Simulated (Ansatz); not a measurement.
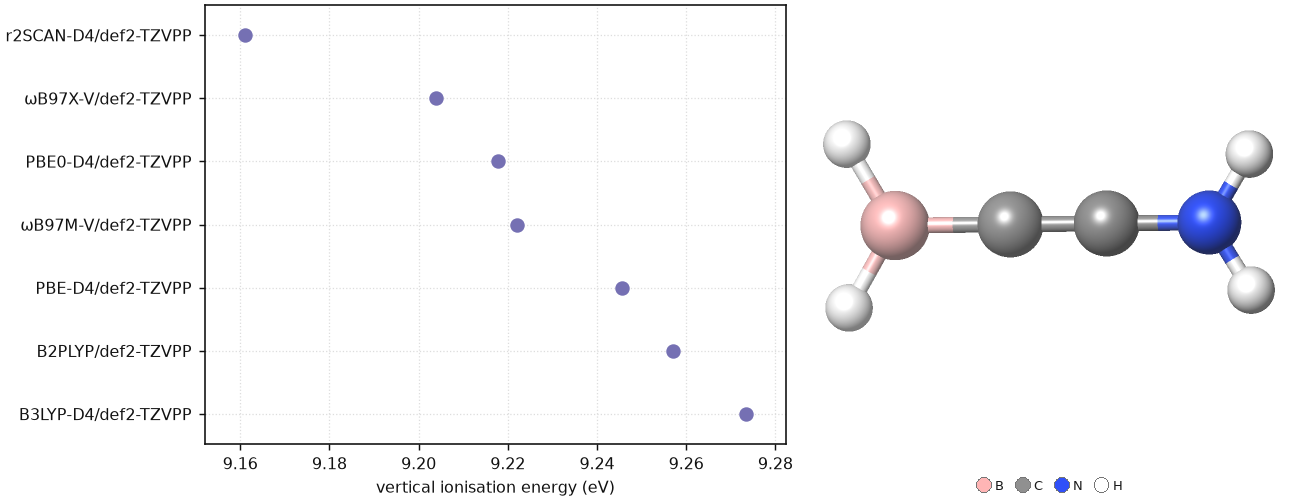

Vertical ionisation energy of C₂H₄BN, SMILES BC#CN, taken as the energy of the cation less that of the neutral at fixed geometry (unrestricted doublet cation, cores frozen in correlated methods, no spin-orbit coupling), the Ansatz code, at a PBE0-D4/def2-TZVP geometry (a minimum by its frequencies).

What range do the values span?

From 9.16 eV (r2SCAN-D4/def2-TZVPP) to 9.27 eV (B3LYP-D4/def2-TZVPP).

Give the values.

```tsv
level	eV
r2SCAN-D4/def2-TZVPP	9.16
ωB97X-V/def2-TZVPP	9.20
PBE0-D4/def2-TZVPP	9.22
ωB97M-V/def2-TZVPP	9.22
PBE-D4/def2-TZVPP	9.25
B2PLYP/def2-TZVPP	9.26
B3LYP-D4/def2-TZVPP	9.27
```
